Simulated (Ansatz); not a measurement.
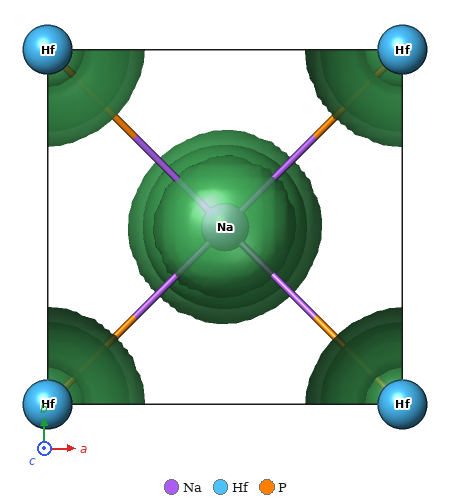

Figure 1: Na$_{2}$HfP$_{2}$. Isosurface of the valence charge density (pseudo) at 0.5 e/Å³ (green), seen along the c axis. Sticks mark near contacts.

Space group I4/mmm; a structure from a database of computed crystals, not necessarily the ambient phase; started from the K2NiO2-139 prototype, which need not be the ambient phase.

Theory: DFT, PBEsol, plane waves, PAW (Ansatz 0.2.0).

In a PAW calculation such maps are meaningful between the atoms, not at the nuclei.

> Which contacts does the surface bridge?

At this value the density breaks into separate islands; it holds about 75 % of the electrons treated as valence (semicore included). It bridges the sampled Hf–P (2.39 Å) contacts, where the density stays above the isovalue. It is pinched off along the sampled Na–P (2.80 Å) and Na–P (3.04 Å) contacts. On the grid the lowest density along these lines, outside the cores, is 0.63 e/Å³ (Hf–P, 2.39 Å), 0.1 e/Å³ (Na–P, 2.80 Å) and 0.07 e/Å³ (Na–P, 3.04 Å).
